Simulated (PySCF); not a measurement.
**FCI/STO-6G run of BH2F (SMILES [H]B([H])F)**

What is the vertical ionisation energy of BH2F at FCI/STO-6G? Input form: a Python script.

Program for the calculation: PySCF 2.14.0.

9 further runs of the same task are left out: 9 set aside as unsound or not needed.

### 1 The molecule

The species is BH2F (4 atoms), meant as a singlet with charge 0. As SMILES, `[H]B([H])F`. The coordinates come from a GFN2-xTB relaxation.

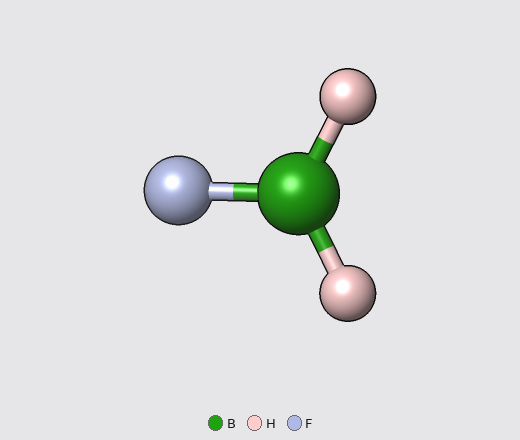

The structure, seen from a chosen angle (boron green, hydrogen pink, fluorine light blue).

### 2 The energy at FCI/STO-6G

Input file start.xyz:

```xyz
4
BFH2
B      0.029990     0.049200     0.000600
H      1.198420    -0.033970     0.015630
H     -0.578270     1.050180    -0.019450
F     -0.650140    -1.065400     0.003230
```

Input file run.py:

```python
# BH2F
from pyscf import gto, mcscf

system = gto.M(
    atom='start.xyz',
    verbose=3,
    basis='sto-6g',
    spin=0,
    charge=0,
    max_memory=1860,
)

mf = system.RHF()
mf.conv_tol = 1e-10
mf.kernel()
if not mf.converged:
    mf = mf.newton().run(mf.mo_coeff, mf.mo_occ)

cas = mcscf.CASCI(mf, mf.mo_coeff.shape[-1] - 2, (system.nelec[0] - 2, system.nelec[1] - 2))  # full CI above the frozen core
cas.fix_spin_(ss=0.0)
cas.kernel()
e_tot = cas.e_tot
print('Final energy', e_tot)
```

Launch:

```
OMP_NUM_THREADS=1 python run.py
```

What it wrote:

```text
converged SCF energy = -124.785265133993
CASCI E = -124.867225658428  E(CI) = -42.4359748577419  S^2 = 0.0000000
Final energy -124.86722565842817
```

It took 0.92 s on 1 thread of Intel Xeon Platinum 8488C (Sapphire Rapids), shared host; peak memory 0.13 GiB.

### 3 The doublet cation, same level

Input file input.py:

```python
from pyscf import gto, mcscf

molecule = gto.Mole()
molecule.atom = '''
B      0.056673     0.092975     0.001134
H      2.264686    -0.064194     0.029536
H     -1.092772     1.984553    -0.036755
F     -1.228587    -2.013314     0.006104
'''
molecule.unit = 'bohr'
molecule.verbose = 3
molecule.spin = 1
molecule.max_memory = 1860
molecule.basis = 'sto-6g'
molecule.charge = 1
molecule.build()

calc0 = molecule.ROHF()
calc0.conv_tol = 1e-10
calc0.kernel()
if not calc0.converged:
    calc0 = calc0.newton().run(calc0.mo_coeff, calc0.mo_occ)

cas = mcscf.CASCI(calc0, calc0.mo_coeff.shape[-1] - 2, (molecule.nelec[0] - 2, molecule.nelec[1] - 2))  # full CI above the frozen core
cas.fix_spin_(ss=0.75)
cas.kernel()
energy = cas.e_tot
print(f'total energy: {energy:.8f} hartree')
```

Launch:

```
OMP_NUM_THREADS=1 python input.py
```

What it wrote:

```text
converged SCF energy = -124.407401120785
CASCI E = -124.498309967485  E(CI) = -42.0658847579573  S^2 = 0.7500000
total energy: -124.49830997 hartree
```

Wall time 1 s (1 thread of Intel Xeon Platinum 8488C (Sapphire Rapids), shared host); peak memory 0.13 GiB.

### 4 Results

Level: FCI/STO-6G, 2 core orbitals frozen.

| quantity | value |
| --- | --- |
| singlet BH2F: total energy | -124.86723 Eh |
| singlet BH2F: dipole moment (Hartree–Fock density) | 0.25 D |
| singlet BH2F: HOMO energy (Hartree–Fock orbitals) | -11.23 eV |
| singlet BH2F: LUMO energy (Hartree–Fock orbitals) | 7.33 eV |
| singlet BH2F: HOMO–LUMO gap (Hartree–Fock orbitals) | 18.56 eV |
| singlet BH2F: correlation energy (2 core orbitals frozen) | -82.0 mEh |
| doublet cation: total energy | -124.49831 Eh |
| doublet cation: correlation energy (2 core orbitals frozen) | -90.9 mEh |
| vertical ionisation energy (to the doublet cation) | 10.039 eV |

**Reading.** Removing an electron at fixed nuclei costs 10.04 eV (969 kJ/mol). In a minimal basis such a difference can be off by several eV, whatever the method. Mulliken charges (doublet cation) of the mean-field density run from +0.13 on H2 to +0.46 on B1; they depend strongly on the basis.
